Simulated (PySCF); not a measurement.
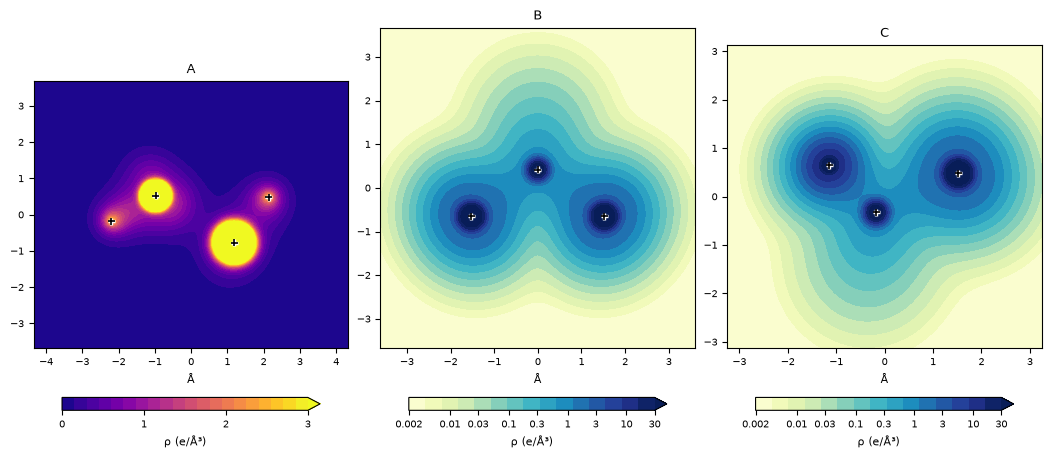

The electron density of 3 systems, each on a plane through atoms (crosses mark nuclei in the plane).

Method: PySCF, wB97M-D3(BJ)/def2-TZVPD, SCF density, gas phase.

System 1: BCl$_{3}$F (charge −1), the plane of atoms Cl1, B2 and F5. Geometry: PBE0-D3(BJ)/def2-SVPD.

```
atom    x (Å)    y (Å)    z (Å)
  Cl  -0.8938   1.1053  -0.8574
   B   0.2199   0.4143   0.4949
  Cl   1.8799  -0.0673  -0.2518
  Cl  -0.5887  -1.1109   1.2470
   F   0.4080   1.3638   1.4665
```

System 2: BBrCl$_{3}$ (charge −1), the plane of atoms Cl1, B2 and Cl3. Geometry: PBE0-D3(BJ)/def2-SVPD.

```xyz
5

Cl   -0.8330   -1.5022   -0.1728
B     0.0205    0.1249   -0.4632
Cl   -0.8281    1.4651    0.5084
Cl    1.8036    0.0024    0.0559
Br   -0.0680    0.5830   -2.4563
```

System 3: GaH$_{6}$P, the plane of atoms H2, Ga1 and P5. Geometry: PBE0-D3(BJ)/def2-TZVPD.

```yaml
atoms:
  - { symbol: Ga, position_ang: [-0.0839, 0.0668, 0.3344] }
  - { symbol: H, position_ang: [-0.0126, 1.4608, -0.3994] }
  - { symbol: H, position_ang: [-1.2954, -0.8917, 0.0185] }
  - { symbol: H, position_ang: [1.2467, -0.5599, 0.9022] }
  - { symbol: P, position_ang: [-0.9610, 0.9403, 2.5320] }
  - { symbol: H, position_ang: [-2.1939, 1.6246, 2.5614] }
  - { symbol: H, position_ang: [-0.1924, 1.8777, 3.2530] }
  - { symbol: H, position_ang: [-1.2089, 0.0327, 3.5828] }
```

Match each panel to its system.

Panel A is system 3, GaH$_{6}$P: the plane holds Ga, H and P. Ga–P (2.52 Å): ρ is about 0.39 e/Å³ halfway, with its minimum of 0.34 e/Å³ about 1.1 Å from Ga. Panel B is system 2, BBrCl$_{3}$: the plane holds Cl and B. B–Cl (1.86 Å): ρ is about 1.1 e/Å³ halfway, with its minimum of 0.84 e/Å³ about 0.6 Å from B. Panel C is system 1, BCl$_{3}$F: the plane holds Cl, B and F. B–F (1.37 Å): ρ is about 1.9 e/Å³ halfway.
